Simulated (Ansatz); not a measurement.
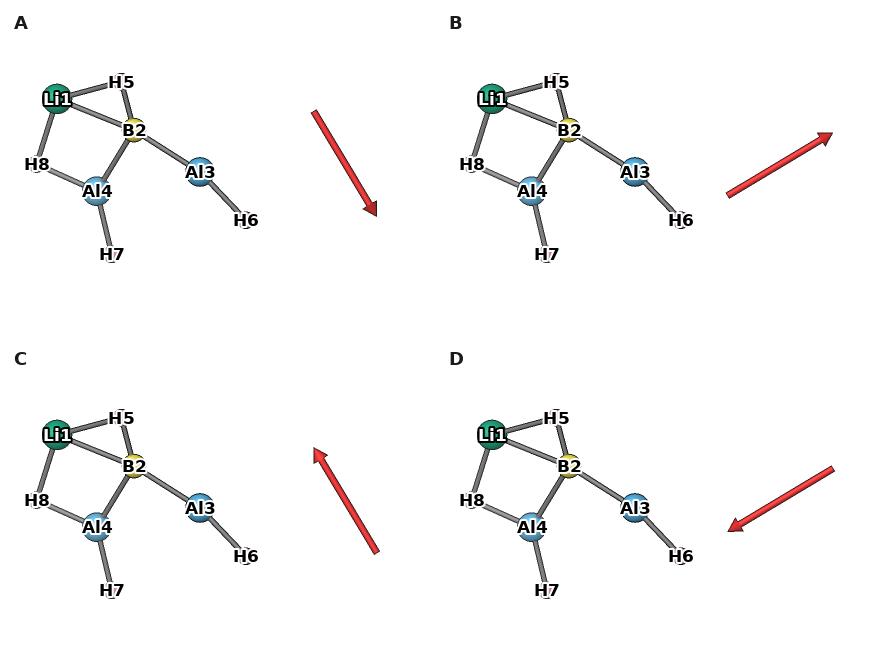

The same molecule four times, each with an arrow. Computed geometry: PBE-D4/def2-SVP optimisation. No frequency run is at hand to confirm it as a minimum. Level of theory: RKS PBE-D4/def2-SVP (Ansatz 0.2.0).

Which arrow points along the dipole moment, from the negative to the positive end?

C. The dipole moment is 3.70 D; it points from the side of H6 to the side of Li1 (the outermost atoms at the two ends).
